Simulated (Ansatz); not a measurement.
# [HO2]− (hydroperoxide(1-)): B3LYP/def2-TZVPPD

Aim: the vertical ionisation energy of [HO2]− (hydroperoxide(1-)) at B3LYP/def2-TZVPPD, from 2 runs. 

The calculation is run with Ansatz 0.2.0.

2 further runs of the same task are left out: 2 set aside as unsound or not needed.

### Step 1. The system as given

[HO2]−: 3 atoms, total charge -1, spin state singlet. As SMILES, `[O-]O`. Geometry: relaxed at PBE0-D4/def2-TZVPD.

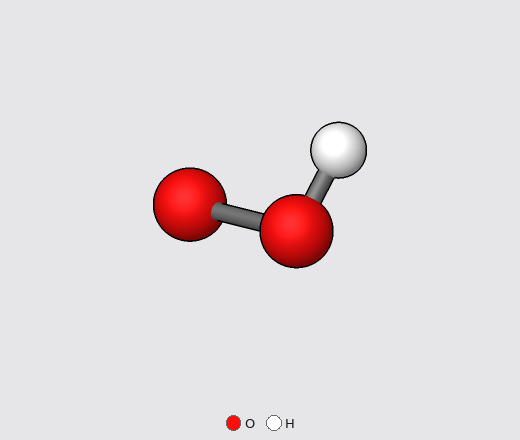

The structure, seen from a chosen angle (oxygen red, hydrogen white).

### Step 2. A single-point energy at B3LYP/def2-TZVPPD

The input, job.yaml:

```yaml
crystal:
  periodic: [false, false, false]
  atoms:
    - {symbol: O, position_ang: [-0.357760, 1.025590, -0.080830]}
    - {symbol: O, position_ang: [-0.242260, -0.445880, -0.180750]}
    - {symbol: H, position_ang: [0.600030, -0.579720, 0.261570]}
basis:
  gaussian:
    orbitals: def2-TZVPPD.json
total_charge: -1
hamiltonian:
  xc: {name: B3LYP}
accuracy: high
output: {orbitals: {seedname: orbitals}}
```

The basis set def2-TZVPPD is read from a file made from the Basis Set Exchange's data (not shown).

On the command line:

```
$ ansatz run job.yaml --threads 1 --pin off --max-ram 3480MiB --events-out events.jsonl --progress --plain --runs-dir runs
```

The program printed:

```text
Warning: RAYON_NUM_THREADS=1 ignored (pool sized by the plan → 1); use --threads N
Functional definition: B3LYP
  name "B3LYP"
  parameter a0 = 0.2
  parameter ax = 0.72
  parameter ac = 0.81
  exchange = (1 - a0 - ax)*slater_x + ax*b88_x + a0*exact_x
  correlation = (1 - ac)*vwn_rpa_c + ac*lyp_c
1485 factors; integrals over basis functions are off by at most 3.9e-9 eV
mean field evaluation 1: about -4107.8809 eV, gradient 2.9e1 eV
mean field evaluation 2: about -4106.1878 eV, gradient 4.4e1 eV
mean field evaluation 4: about -4109.2972 eV, gradient 5.0e0 eV
mean field evaluation 8: about -4109.3385 eV, gradient 6.1e-2 eV
mean field evaluation 16: about -4109.3385 eV, gradient 1.0e-6 eV
mean field -4109.33847381 eV, -151.0154035029 hartree, gradient 3.9e-8 eV, S^2 0.000000; 0 other end points of the search recorded, 0 dependent functions left out
reference -4109.33850030 eV, -151.0154044762 hartree; 9, 9 occupied and 88, 88 virtual orbitals, 1485 factors
Total energy: -4109.33850030 eV, -151.0154044762 hartree
```

Wall time 2.5 s (1 thread of Arm Neoverse V2, shared host); peak memory 0.19 GiB.

### Step 3. Doublet neutral HO2

The input, molecule.yaml:

```yaml
crystal:
  periodic: [false, false, false]
  atoms:
    - {symbol: O, position_ang: [-0.357760, 1.025590, -0.080830]}
    - {symbol: O, position_ang: [-0.242260, -0.445880, -0.180750]}
    - {symbol: H, position_ang: [0.600030, -0.579720, 0.261570]}
basis:
  gaussian: {orbitals: def2-TZVPPD.json}
magnetization: {spin_polarized: true, initial_magnetization: 1}
hamiltonian: {xc: {name: B3LYP}}
accuracy: high
output: {orbitals: {seedname: orbitals}}
```

The basis set def2-TZVPPD is read from a file made from the Basis Set Exchange's data (not shown).

On the command line:

```
$ ansatz run molecule.yaml --threads 1 --pin off --max-ram 3480MiB --events-out events.jsonl --progress --plain --runs-dir runs
```

The program printed:

```text
Warning: RAYON_NUM_THREADS=1 ignored (pool sized by the plan → 1); use --threads N
Functional definition: B3LYP
  name "B3LYP"
  parameter a0 = 0.2
  parameter ax = 0.72
  parameter ac = 0.81
  exchange = (1 - a0 - ax)*slater_x + ax*b88_x + a0*exact_x
  correlation = (1 - ac)*vwn_rpa_c + ac*lyp_c
1485 factors; integrals over basis functions are off by at most 3.9e-9 eV
mean field evaluation 1: about -4106.7608 eV, gradient 1.9e1 eV
mean field evaluation 2: about -4106.3112 eV, gradient 2.3e1 eV
mean field evaluation 4: about -4107.9728 eV, gradient 1.7e0 eV
mean field evaluation 8: about -4107.9992 eV, gradient 8.9e-2 eV
mean field evaluation 16: about -4107.9992 eV, gradient 7.3e-5 eV
mean field -4107.99923775 eV, -150.9661874855 hartree, gradient 2.7e-8 eV, S^2 0.754950; 1 other end points of the search recorded, 0 dependent functions left out
reference -4107.99926966 eV, -150.9661886581 hartree; 9, 8 occupied and 88, 89 virtual orbitals, 1485 factors
Total energy: -4107.99926966 eV, -150.9661886581 hartree
```

Wall time 4.2 s (1 thread of Arm Neoverse V2, shared host); peak memory 0.24 GiB.

### Step 4. Results

At B3LYP/def2-TZVPPD:

| quantity | value |
| --- | --- |
| singlet [HO2]−: total energy | -151.01540 Eh |
| singlet [HO2]−: HOMO energy | 1.52 eV |
| singlet [HO2]−: LUMO energy | 4.64 eV |
| singlet [HO2]−: HOMO–LUMO gap (to an unbound level, set by the basis) | 3.12 eV |
| doublet neutral HO2: total energy | -150.96619 Eh |
| doublet neutral HO2: HOMO energy (highest over α and β) | -8.63 eV |
| doublet neutral HO2: LUMO energy (lowest over α and β) | -4.46 eV |
| doublet neutral HO2: ⟨S²⟩ | 0.755 |
| vertical detachment energy (to the doublet neutral) | 1.339 eV |

What this shows: The vertical ionisation energy comes to 1.34 eV (129 kJ/mol). −ε(HOMO) before ionisation, -1.52 eV, is 2.86 eV below this ionisation energy. The HOMO (singlet [HO2]−) lies at positive energy, 1.52 eV; only total energies tell whether the electron is bound.
